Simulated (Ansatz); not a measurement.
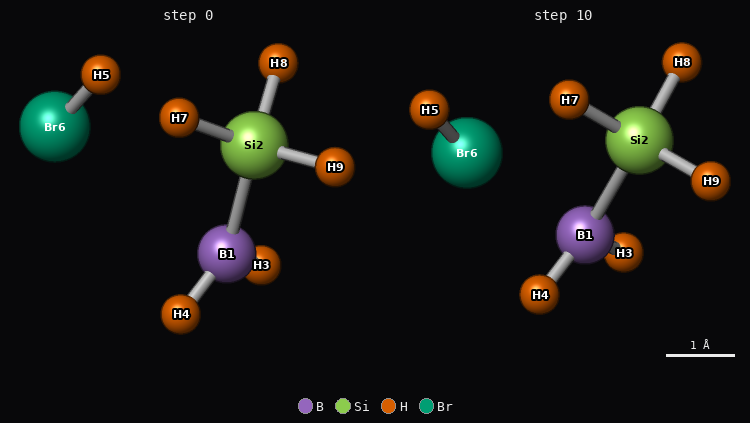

The structure of BSiH6Br before (left) and after (right) a relaxation, at one scale.

The picture is a ball-and-stick view, seen at a tilt.

The run prepares an end point of a later path (reaction) calculation, from a guessed geometry.

All numbers below come from RKS r2SCANh/def2-SVP in Ansatz.

The input:
```yaml
crystal:
  periodic: [false, false, false]
  atoms:
    - { symbol: B, position_ang: [-0.668177, -0.559787, -1.001016] }
    - { symbol: Si, position_ang: [1.024361, -0.083533, -0.109624] }
    - { symbol: H, position_ang: [-1.142835, 0.14885, -1.852155] }
    - { symbol: H, position_ang: [-1.200147, -1.621396, -0.794085] }
    - { symbol: H, position_ang: [-0.563889, 0.987079, 1.826131] }
    - { symbol: Br, position_ang: [-2.018995, 1.04504, 1.59] }
    - { symbol: H, position_ang: [1.15193, -0.631247, 1.279761] }
    - { symbol: H, position_ang: [1.274164, 1.389504, -0.022441] }
    - { symbol: H, position_ang: [2.143588, -0.674709, -0.916571] }
basis:
  gaussian: { orbitals: def2-SVP }
hamiltonian:
  xc: r2scanh
relax:
  f_tol: 0.03
  max_steps: 50
```

Launched with:
```bash
ansatz run input.yaml --threads 2 --pin off --max-ram 3072MiB --backend cpu --events-out ev --progress --plain --runs-dir out
```

> What changed between the two?

After 10 geometry steps the energy has fallen by 24.3 kJ/mol. Largest force component: 1.2 eV/Å at the start, 0.027 eV/Å at the end. The atom that moves furthest after the best rigid fit is H5 (0.86 Å). Largest moves by element: H 0.86 Å, Br 0.67 Å, B 0.38 Å, Si 0.17 Å. Some distances before and after: B1–Br6 3.334 → 2.360 Å, Si2–Br6 3.664 → 3.404 Å, H5–Br6 1.475 → 1.427 Å, B1–Si2 1.971 → 2.015 Å. Bond angles that change, for instance: B1–Si2–H9 107.6° → 110.9°, Si2–B1–H3 121.0° → 118.5°, B1–Si2–H7 113.8° → 111.5°.

Limits of the set-up: the start holds two separate molecules, 2.4 Å apart at their closest, whose relative position is a soft coordinate and is computed without a dispersion correction.
